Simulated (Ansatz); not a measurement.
Consider ClHOS2W.

Input

```
crystal:
  periodic: [false, false, false]
  atoms:
    - symbol: Cl
      position_ang: [0.583712, -0.376256, -2.358449]
    - symbol: O
      position_ang: [-0.730959, 1.273879, 0.361949]
    - symbol: S
      position_ang: [2.191511, -0.039664, 0.820537]
    - symbol: S
      position_ang: [-0.643214, -1.978042, 0.592136]
    - symbol: W
      position_ang: [0.292849, -0.209539, -0.114523]
    - symbol: H
      position_ang: [-1.651798, 1.265622, 0.652149]
basis:
  gaussian:
    orbitals: def2-TZVPD
magnetization:
  spin_polarized: false
  initial_magnetization: 0
hamiltonian:
  xc: pbe0
output:
  forces: true
  orbitals: {seedname: orbitals}
```

Launched as:

```sh
ansatz run input.yaml --threads 2 --pin off --max-ram 5220MiB --events-out events.jsonl --progress --plain --runs-dir runs
```

Geometry: PBE0-D4/def2-SVP; core potentials replace the inner electrons of W.

These are results of isolated molecule in a Gaussian basis; Kohn-Sham density functional theory, functional PBE0 in Ansatz 0.2.0, not measurements.

> Predict the electron density and electron localisation function between the atoms.

W–S (2.12 Å): ρ is about 1.1 e/Å³ halfway; the ELF peaks at about 0.75 in the valence shell of S, 0.8 Å from its nucleus, and is about 0.50 at the midpoint.
W–Cl (2.27 Å): the density is about 0.76 e/Å³ at the midpoint; the ELF peaks at about 0.85 in the valence shell of Cl, 0.9 Å from its nucleus, and is about 0.40 at the midpoint.

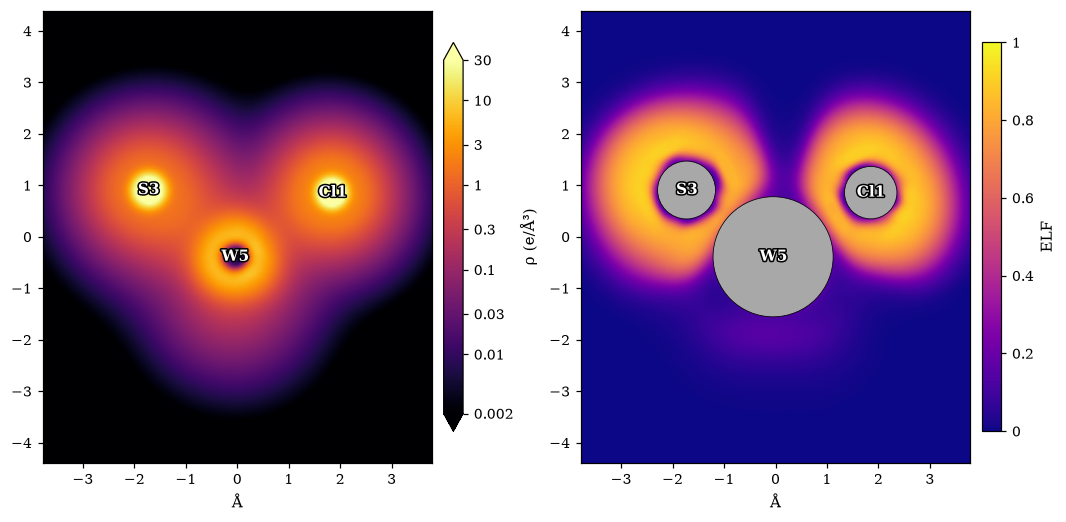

Computed electron density and electron localisation function on the plane of atoms Cl1, W5 and S3, in this order. Grey discs cover the atomic cores in the ELF map. 
